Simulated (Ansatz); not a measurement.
**H2SO2 (SMILES O=[SH2]=O) at revPBE/STO-3G**

What is the electronic atomisation energy of H2SO2 at revPBE/STO-3G? 

The calculation is run with Ansatz 0.2.0.

45 further runs of the same task are left out: 1 that didn't finish, 44 set aside as unsound or not needed.

## Step 1: The system as given

The species is H2SO2 (5 atoms), meant as a singlet with charge 0. SMILES: `O=[SH2]=O`. The shape is that of a GFN2-xTB optimisation.

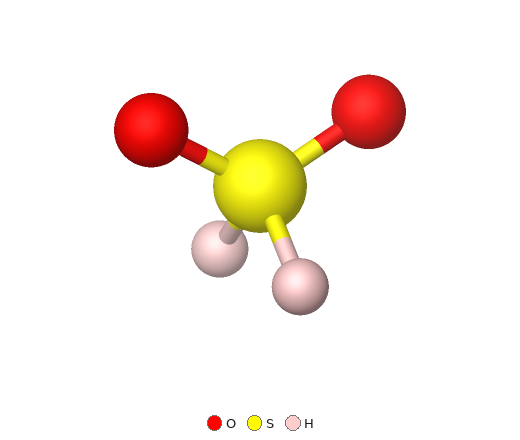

Viewed from a chosen angle; oxygen red, sulfur yellow, hydrogen pink.

## Step 2: A single-point energy at revPBE/STO-3G

in.yaml reads:

```yaml
crystal:
  periodic: [false, false, false]
  atoms:
    - {symbol: O, position_ang: [-0.986390, 0.275820, 1.043450]}
    - {symbol: S, position_ang: [0.013430, -0.014140, 0.070290]}
    - {symbol: O, position_ang: [1.269430, -0.576280, 0.440760]}
    - {symbol: H, position_ang: [-0.558620, -0.842170, -0.901330]}
    - {symbol: H, position_ang: [0.262150, 1.156770, -0.653170]}
basis:
  gaussian:
    orbitals: STO-3G
accuracy: high
total_charge: 0
hamiltonian:
  xc: {name: revPBE}
```

Started as:

```console
$ ansatz run in.yaml --threads 1 --pin off --max-ram 2610MiB --events-out events.jsonl --progress --plain --runs-dir runs
```

Standard output:

```text
Warning: RAYON_NUM_THREADS=1 ignored (pool sized by the plan → 1); use --threads N
Functional definition: revPBE
  name "revPBE"
  parameter kappa = 1.245
  parameter beta = 0.06672455060314922
  exchange = pbe_x(kappa = kappa, mu = beta*pi^2/3)
  correlation = pbe_c(beta = beta)
388 factors; integrals over basis functions are off by at most 2.6e-8 eV
mean field evaluation 1: about -14760.5675 eV, gradient 5.6e1 eV
mean field evaluation 2: about -14704.2813 eV, gradient 1.3e2 eV
mean field evaluation 4: about -14771.2739 eV, gradient 2.5e0 eV
mean field evaluation 8: about -14771.2896 eV, gradient 1.8e-1 eV
mean field evaluation 16: about -14771.2897 eV, gradient 1.8e-6 eV
mean field -14771.28967731 eV, -542.8348833015 hartree, gradient 8.1e-9 eV, S^2 0.000000; 0 other end points of the search recorded, 0 dependent functions left out
reference -14771.28967893 eV, -542.8348833610 hartree; 17, 17 occupied and 4, 4 virtual orbitals, 388 factors
Total energy: -14771.28967893 eV, -542.8348833610 hartree
```

It took 1.2 s on 1 thread of Arm Neoverse V1, shared host; peak memory 0.096 GiB.

## Step 3: The H atom

molecule.yaml reads:

```yaml
crystal:
  periodic: [false, false, false]
  atoms:
    - {symbol: H, position_ang: [0.000000, 0.000000, 0.000000]}
basis:
  gaussian: {orbitals: STO-3G}
magnetization: {spin_polarized: true, initial_magnetization: 1}
hamiltonian: {xc: {name: revPBE}}
accuracy: high
```

Run the same way, it converges to -0.47010 Eh (log not shown).

## Step 4: The O atom at the same level

input.yaml reads:

```yaml
crystal:
  periodic: [false, false, false]
  atoms:
    - {symbol: O, position_ang: [0.000000, 0.000000, 0.000000]}
basis:
  gaussian:
    orbitals: STO-3G
total_charge: 0
magnetization:
  spin_polarized: true
  initial_magnetization: 2
hamiltonian:
  xc: {name: revPBE}
accuracy: high
```

Run the same way, it converges to -74.01699 Eh (log not shown).

## Step 5: The S atom, same level

run.yaml reads:

```yaml
crystal:
  periodic: [false, false, false]
  atoms:
    - {symbol: S, position_ang: [0.000000, 0.000000, 0.000000]}
basis:
  gaussian:
    orbitals: STO-3G
magnetization:
  spin_polarized: true
  initial_magnetization: 2
hamiltonian:
  xc: {name: revPBE}
accuracy: high
```

Run the same way, it converges to -393.59399 Eh (log not shown).

## Step 6: What came out

At revPBE/STO-3G:

| quantity | value |
| --- | --- |
| molecule: total energy | -542.83488 Eh |
| H atom: total energy | -0.47010 Eh |
| H atom: ⟨S²⟩ | 0.750 |
| O atom: total energy | -74.01699 Eh |
| O atom: ⟨S²⟩ | 2.000 |
| S atom: total energy | -393.59399 Eh |
| S atom: ⟨S²⟩ | 2.000 |
| electronic atomisation energy | 7.258 eV |

In words: Taking the molecule apart into free atoms costs 7.26 eV (700 kJ/mol), before zero-point energy and without spin-orbit coupling. In a minimal basis such a difference can be off by several eV, whatever the method.
